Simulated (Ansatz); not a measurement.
**C2H4FGa (SMILES C=[CH][GaH][F]) at 6 levels**

We compute a comparison of 6 runs (HF/STO-3G, HF/3-21G, HF/def2-SVP, B3LYP/6-31G*, wB97X/pcseg-1, r2SCAN/def2-TZVP) of C2H4FGa. 

Program for the calculation: Ansatz 0.2.0.

5 further runs of the same task are left out: 1 for a known fault of the program, 1 that didn't finish, 3 set aside as unsound or not needed.

**1. Starting point**

C2H4FGa has 8 atoms, charge 0, and is taken as a singlet. SMILES: `C=[CH][GaH][F]`. The coordinates come from a PBE0-D4/def2-TZVP relaxation. This is one conformer, not always the lowest.

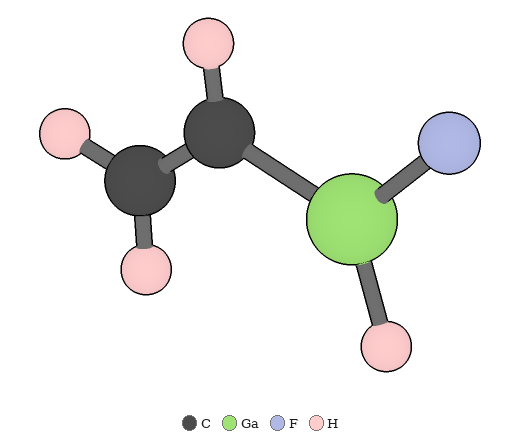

The structure, seen from a chosen angle (carbon dark grey, gallium green, fluorine light blue, hydrogen pink).

**2. Energy and gradient at HF/STO-3G (run 1)**

in.yaml

```yaml
basis:
  gaussian: {orbitals: STO-3G}
crystal:
  periodic: [false, false, false]
  atoms:
    - {symbol: C, position_ang: [-0.837100, 1.175400, 0.060900]}
    - {symbol: C, position_ang: [0.342600, 0.569500, -0.065000]}
    - {symbol: Ga, position_ang: [0.481700, -1.360200, -0.007600]}
    - {symbol: F, position_ang: [2.110500, -2.006100, -0.199600]}
    - {symbol: H, position_ang: [-1.762100, 0.620500, 0.200100]}
    - {symbol: H, position_ang: [-0.941100, 2.257800, 0.031600]}
    - {symbol: H, position_ang: [1.232300, 1.179600, -0.202300]}
    - {symbol: H, position_ang: [-0.626900, -2.436700, 0.182000]}
hamiltonian: {xc: hf}
accuracy: high
output: {forces: true, orbitals: {seedname: orbitals}}
```

Run with:

```
$ ansatz run in.yaml --threads 1 --pin off --max-ram 2610MiB --events-out events.jsonl --progress --plain --runs-dir runs
```

Standard output:

```text
Warning: RAYON_NUM_THREADS=1 ignored (pool sized by the plan → 1); use --threads N
Functional definition: HF
  name "HF"
  exchange = exact_x
  correlation = 0
645 factors; integrals over basis functions are off by at most 5.1e-9 eV
mean field evaluation 1: about -56488.4409 eV, gradient 2.0e1 eV
mean field evaluation 2: about -56488.5467 eV, gradient 2.0e1 eV
mean field evaluation 4: about -56490.9530 eV, gradient 2.0e0 eV
mean field evaluation 8: about -56490.9836 eV, gradient 9.0e-3 eV
mean field -56490.98356685 eV, -2076.0053551179 hartree, gradient 2.6e-8 eV, S^2 0.000000; 0 other end points of the search recorded, 0 dependent functions left out
the calculation of the forces begins
reference -56490.98356685 eV, -2076.0053551179 hartree; 28, 28 occupied and 9, 9 virtual orbitals, 645 factors
Total energy: -56490.98356685 eV, -2076.0053551179 hartree
Atom 0 at    -0.837100     1.175400     0.060900 Å, force     1.196069    -0.364044    -0.136213 eV/Å
Atom 1 at     0.342600     0.569500    -0.065000 Å, force    -0.596939    -2.651657     0.175866 eV/Å
Atom 2 at     0.481700    -1.360200    -0.007600 Å, force     0.488844    -0.443287    -0.049587 eV/Å
Atom 3 at     2.110500    -2.006100    -0.199600 Å, force    -3.219181     1.291086     0.379397 eV/Å
Atom 4 at    -1.762100     0.620500     0.200100 Å, force     0.137356     0.194719    -0.024130 eV/Å
Atom 5 at    -0.941100     2.257800     0.031600 Å, force    -0.111099    -0.116998     0.017500 eV/Å
Atom 6 at     1.232300     1.179600    -0.202300 Å, force    -0.285093     0.090903     0.033614 eV/Å
Atom 7 at    -0.626900    -2.436700     0.182000 Å, force     2.390043     1.999278    -0.396446 eV/Å
Dipole moment:    -0.199618     0.112388     0.022119 e Å
```

Wall time 1.7 s (1 thread of Intel Xeon Platinum 8375C at 2.90GHz (Ice Lake), shared host).

**3. Energy and forces at HF/3-21G (run 2)**

run.yaml

```yaml
crystal:
  periodic: [false, false, false]
  atoms:
    - {symbol: C, position_ang: [-0.837100, 1.175400, 0.060900]}
    - {symbol: C, position_ang: [0.342600, 0.569500, -0.065000]}
    - {symbol: Ga, position_ang: [0.481700, -1.360200, -0.007600]}
    - {symbol: F, position_ang: [2.110500, -2.006100, -0.199600]}
    - {symbol: H, position_ang: [-1.762100, 0.620500, 0.200100]}
    - {symbol: H, position_ang: [-0.941100, 2.257800, 0.031600]}
    - {symbol: H, position_ang: [1.232300, 1.179600, -0.202300]}
    - {symbol: H, position_ang: [-0.626900, -2.436700, 0.182000]}
basis:
  gaussian:
    orbitals: 3-21G-spherical.json
hamiltonian:
  xc: hf
accuracy: high
output: {forces: true, orbitals: {seedname: orbitals}}
```

The basis set 3-21G is read from a file made from the Basis Set Exchange's data (not shown).

Run with:

```
$ ansatz run run.yaml --threads 1 --pin off --max-ram 2610MiB --events-out events.jsonl --progress --plain --runs-dir runs
```

Standard output:

```text
Warning: RAYON_NUM_THREADS=1 ignored (pool sized by the plan → 1); use --threads N
[... 4 set-up lines as earlier in the session ...]
1153 factors; integrals over basis functions are off by at most 1.1e-8 eV
mean field evaluation 1: about -56880.2970 eV, gradient 3.4e1 eV
mean field evaluation 2: about -56880.5254 eV, gradient 3.4e1 eV
mean field evaluation 4: about -56882.9923 eV, gradient 2.2e0 eV
mean field evaluation 8: about -56883.0281 eV, gradient 1.7e-1 eV
mean field evaluation 16: about -56883.0283 eV, gradient 4.1e-8 eV
mean field -56883.02825377 eV, -2090.4127316248 hartree, gradient 4.1e-8 eV, S^2 0.000000; 0 other end points of the search recorded, 0 dependent functions left out
the calculation of the forces begins
reference -56883.02825377 eV, -2090.4127316248 hartree; 28, 28 occupied and 29, 29 virtual orbitals, 1153 factors
Total energy: -56883.02825377 eV, -2090.4127316248 hartree
Atom 0 at    -0.837100     1.175400     0.060900 Å, force     0.221213     0.200225    -0.034648 eV/Å
Atom 1 at     0.342600     0.569500    -0.065000 Å, force    -0.340189     0.095918     0.037975 eV/Å
Atom 2 at     0.481700    -1.360200    -0.007600 Å, force     1.941684    -0.484948    -0.240358 eV/Å
Atom 3 at     2.110500    -2.006100    -0.199600 Å, force    -1.557384     0.583789     0.185657 eV/Å
Atom 4 at    -1.762100     0.620500     0.200100 Å, force     0.389713     0.235407    -0.057815 eV/Å
Atom 5 at    -0.941100     2.257800     0.031600 Å, force    -0.031055    -0.449080     0.020644 eV/Å
Atom 6 at     1.232300     1.179600    -0.202300 Å, force    -0.419428    -0.140046     0.059864 eV/Å
Atom 7 at    -0.626900    -2.436700     0.182000 Å, force    -0.204555    -0.041265     0.028680 eV/Å
Dipole moment:    -0.513303     0.361012     0.054085 e Å
```

Wall time 2.1 s (1 thread of Intel Xeon Platinum 8375C at 2.90GHz (Ice Lake), shared host).

Runs 3 to 5 aren't shown in full; the table further down has their settings and results.

**4. Energy and forces at r2SCAN/def2-TZVP (run 6)**

run.yaml

```yaml
crystal:
  periodic: [false, false, false]
  atoms:
    - symbol: C
      position_ang: [-0.837100, 1.175400, 0.060900]
    - symbol: C
      position_ang: [0.342600, 0.569500, -0.065000]
    - symbol: Ga
      position_ang: [0.481700, -1.360200, -0.007600]
    - symbol: F
      position_ang: [2.110500, -2.006100, -0.199600]
    - symbol: H
      position_ang: [-1.762100, 0.620500, 0.200100]
    - symbol: H
      position_ang: [-0.941100, 2.257800, 0.031600]
    - symbol: H
      position_ang: [1.232300, 1.179600, -0.202300]
    - symbol: H
      position_ang: [-0.626900, -2.436700, 0.182000]
basis:
  gaussian:
    orbitals: def2-TZVP
total_charge: 0
hamiltonian:
  xc: {name: r2SCAN}
accuracy: high
output: {forces: true, orbitals: {seedname: orbitals}}
```

Run with:

```
$ ansatz run run.yaml --threads 1 --pin off --max-ram 2610MiB --events-out events.jsonl --progress --plain --runs-dir runs
```

Standard output:

```text
Warning: RAYON_NUM_THREADS=1 ignored (pool sized by the plan → 1); use --threads N
Functional definition: r2SCAN
  name "r2SCAN"
  parameter k0 = 0.174
  parameter k1 = 0.065
  parameter a1 = 4.9479
  exchange = r2scan_x(k0 = k0, k1 = k1, a1 = a1)
  correlation = r2scan_c
2875 factors; integrals over basis functions are off by at most 8.0e-9 eV
mean field evaluation 1: about -57223.3449 eV, gradient 7.3e1 eV
mean field evaluation 2: about -57194.6421 eV, gradient 1.4e2 eV
mean field evaluation 4: about -57233.3856 eV, gradient 1.2e1 eV
mean field evaluation 8: about -57233.6744 eV, gradient 4.1e-1 eV
mean field evaluation 16: about -57233.6747 eV, gradient 5.0e-5 eV
mean field -57233.67469250 eV, -2103.2987505713 hartree, gradient 8.6e-8 eV, S^2 0.000000; 0 other end points of the search recorded, 0 dependent functions left out
the calculation of the forces begins
reference -57233.67469341 eV, -2103.2987506046 hartree; 28, 28 occupied and 137, 137 virtual orbitals, 2875 factors
Total energy: -57233.67469341 eV, -2103.2987506046 hartree
Atom 0 at    -0.837100     1.175400     0.060900 Å, force    -0.148289     0.072811     0.017040 eV/Å
Atom 1 at     0.342600     0.569500    -0.065000 Å, force     0.158031    -0.134801    -0.015596 eV/Å
Atom 2 at     0.481700    -1.360200    -0.007600 Å, force    -0.054683    -0.029288     0.007415 eV/Å
Atom 3 at     2.110500    -2.006100    -0.199600 Å, force    -0.022400     0.016132     0.003254 eV/Å
Atom 4 at    -1.762100     0.620500     0.200100 Å, force    -0.008851    -0.006057     0.002207 eV/Å
Atom 5 at    -0.941100     2.257800     0.031600 Å, force    -0.007576     0.021088    -0.000740 eV/Å
Atom 6 at     1.232300     1.179600    -0.202300 Å, force     0.022773     0.013291    -0.003274 eV/Å
Atom 7 at    -0.626900    -2.436700     0.182000 Å, force     0.060994     0.046823    -0.010307 eV/Å
Dipole moment:    -0.458653     0.367522     0.046608 e Å
```

Wall time 30 s (1 thread of Intel Xeon Platinum 8375C at 2.90GHz (Ice Lake), shared host); peak memory 0.64 GiB.

**5. Overview of the runs**

| run | level | energy (Eh) | dipole moment (D) | HOMO energy (eV) | LUMO energy (eV) | wall time |
| --- | --- | --- | --- | --- | --- | --- |
| 1 | HF/STO-3G | -2076.005355 | 1.11 | -7.35 | 4.79 | 1.7 s |
| 2 | HF/3-21G | -2090.412732 | 3.03 | -10.76 | 1.56 | 2.1 s |
| 3 | HF/def2-SVP | -2100.380012 | 3.16 | -10.84 | 1.49 | 6.3 s |
| 4 | B3LYP/6-31G* (spherical functions) | -2103.086258 | 2.81 | -8.00 | -1.68 | 9.9 s |
| 5 | wB97X/pcseg-1 | -2103.076629 | 2.95 | -10.89 | 0.30 | 30 s |
| 6 | r2SCAN/def2-TZVP | -2103.298751 | 2.83 | -7.39 | -2.32 | 30 s |

**6. Results**

| quantity | value |
| --- | --- |
| run 6: total energy | -2103.29875 Eh |
| run 6: dipole moment | 2.83 D |
| run 6: HOMO energy | -7.39 eV |
| run 6: LUMO energy | -2.32 eV |
| run 6: HOMO–LUMO gap | 5.07 eV |
| run 6: largest force on an atom | 0.208 eV/Å |

What this shows: The dipole moment (its size) runs from 1.11 D (HF/STO-3G) to 3.16 D (HF/def2-SVP). The HOMO–LUMO gap runs from 5.07 eV (r2SCAN/def2-TZVP) to 12.33 eV (HF/def2-SVP). The two ends differ in method and basis. Totals of different functionals can't be ranked against each other. In run 1 the basis is minimal, so the values are rough. All runs together took 80 s, the longest 30 s.
